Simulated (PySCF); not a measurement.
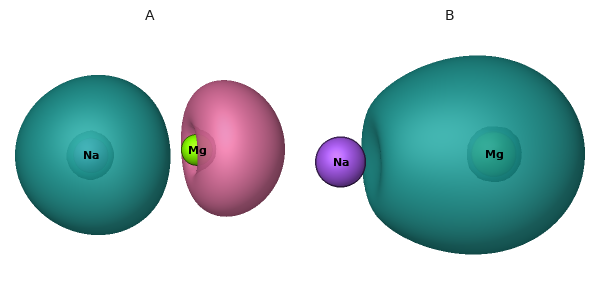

The picture shows: NaMg (charge +1). Two frontier orbitals, each drawn at the value that holds 80 % of its norm (teal and pink are the two phases), in no order; of a degenerate pair one member is drawn.

Level of theory: PBE0/cc-pVDZ(-PP), non-relativistic Hamiltonian with scalar-relativistic core potentials where named, at a bond length of 3.216 Å in PySCF 2.14.0.

Label each orbital by symmetry, say whether it is occupied, and order them by energy.

Answer. Orbital B: σ, occupied, −10.15 eV; mainly on Mg (85 %).
Orbital A: σ, empty, −6.17 eV; shared between the atoms (Na 55 %, Mg 45 %).
